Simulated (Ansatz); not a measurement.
Ligand exchange: how K changes with temperature for C2H6 + Se(CH3)(SiH3) ⇌ SiH3(CH3) + Se(CH3)2

Gas-phase species: C2H6 (ethane) `CC`, singlet; Se(CH3)(SiH3), singlet; SiH3(CH3) (methylsilane), singlet; Se(CH3)2 (dimethyl selenide), singlet. The partners trade CH3 for SiH3: C–CH3 and Se–SiH3 bonds give way to C–SiH3 and Se–CH3.

The electronic reaction energy at CCSD(T)/def2-TZVPP is +54.5 kJ/mol. Shapes: PBE0-D4/def2-TZVP. Programs: Ansatz 0.2.0. Enthalpy and entropy come from rigid-rotor, harmonic-oscillator sums on unscaled PBE0-D4/def2-TZVP wavenumbers, ideal gases at 1 bar. Symmetry numbers: C2H6 6, Se(CH3)(SiH3) 1, SiH3(CH3) 3, Se(CH3)2 2. R = 8.3145 J/(mol K).

| T (K) | ΔH (kJ/mol) | ΔS (J/(mol K)) |
| --- | --- | --- |
| 800 | +51.1 | +4.6 |
| 1100 | +51.9 | +5.5 |
| 1400 | ? | ? |

Task: Work out ln K at 800 and 1100 K, and from these estimate it at 1400 K.

Result: 
1. 800 K: ΔG = +51.1 − 800 × (+4.6)/1000 = +47.4 kJ/mol; ln K = −ΔG/RT = -7.13.
2. 1100 K: ΔG = +51.9 − 1100 × (+5.5)/1000 = +45.9 kJ/mol; ln K = −ΔG/RT = -5.02.
3. Slope against 1000/T: (-5.02 − (-7.13))/(0.9091 − 1.2500) = -6.19, that is −ΔH/R with ΔH near +51 kJ/mol.
4. 1400 K: ln K = -7.13 + (-6.19) × (0.7143 − 1.2500) = -3.81.

The full sums give ΔH = +52.5 kJ/mol, ΔS = +5.9 J/(mol K), ΔG = +44.2 kJ/mol and ln K = -3.80 at 1400 K, so the line is off by -0.01 in ln K; without rounding the miss is -0.02, from the change of ΔH with temperature. The reactants are favoured over this whole range. An error of 10 kJ/mol in the energy moves ln K by 0.9 at 1400 K. Soft modes are treated as harmonic, which can err either way at these temperatures; the lowest are those of Se(CH3)(SiH3) (103 cm⁻¹), SiH3(CH3) (198 cm⁻¹), Se(CH3)2 (152 cm⁻¹). Other reactions of these species are left aside. Relativity is left out for Se. Outer-core shells of Se are correlated, in sets that cover them unevenly.

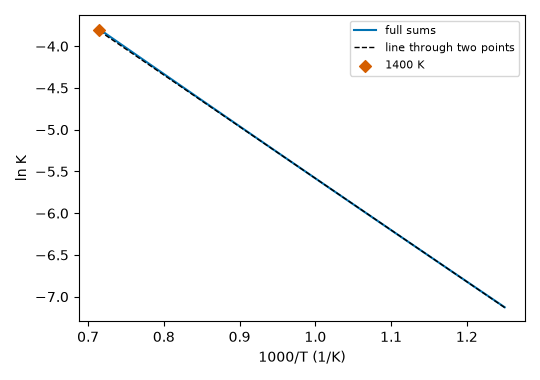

The van 't Hoff plot.
